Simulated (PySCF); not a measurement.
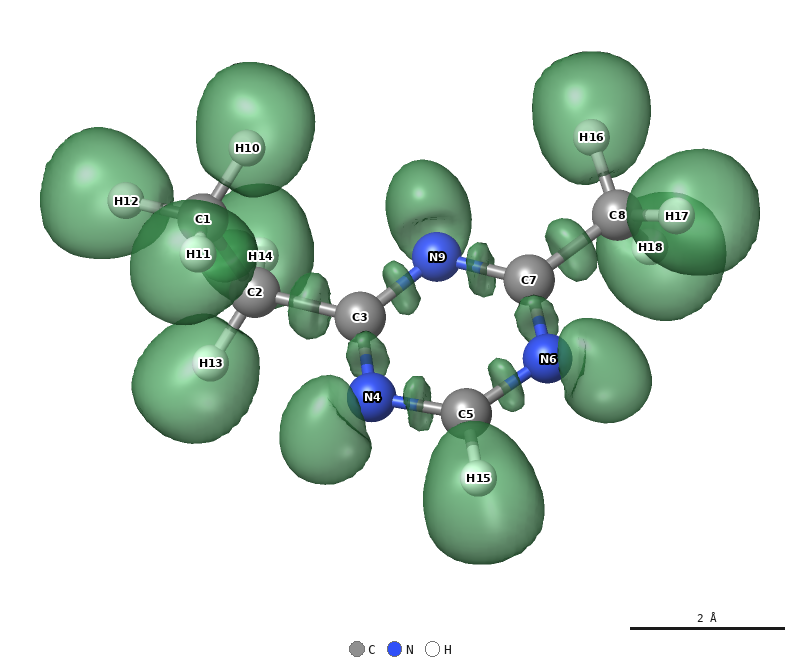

Figure. C₆H₉N₃. Isosurface of the electron localisation function at 0.85 (green), seen at a tilt. Core shells and regions of very low density are left out.

Geometry: GFN2-xTB.

Method: PBE0/def2-SVPD, SCF density, gas phase (PySCF).

```xyz
18

C     2.6182    0.5988   -0.3714
C     1.8699    0.0774    0.8580
C     0.5113   -0.3870    0.4522
N     0.3710   -1.6530    0.0664
C    -0.8465   -1.9910   -0.3122
N    -1.8963   -1.1925   -0.3330
C    -1.6658    0.0551    0.0699
C    -2.8076    1.0082    0.0916
N    -0.4788    0.4949    0.4667
H     2.0788    1.4337   -0.8125
H     2.7152   -0.1878   -1.1159
H     3.6115    0.9353   -0.0866
H     2.4136   -0.7616    1.2922
H     1.7653    0.8785    1.5898
H    -0.9977   -3.0141   -0.6358
H    -2.4479    2.0205   -0.0679
H    -3.5393    0.7278   -0.6602
H    -3.2838    0.9630    1.0705
```

Q: Where are the electrons localised?

A: The surface consists of three regions between bonded C–C atoms (shared pairs), six regions between bonded C–N atoms (shared pairs), nine regions around hydrogen nuclei and three lobes on N, pointing away from the bonds (lone pairs). Profiles from the grid: C–N (1.32 Å): the ELF peaks at about 0.90 between the atoms, as expected for localised, covalent bonding. C–C (1.49 Å): the ELF peaks at about 0.95 between the atoms, as expected for a shared electron pair.
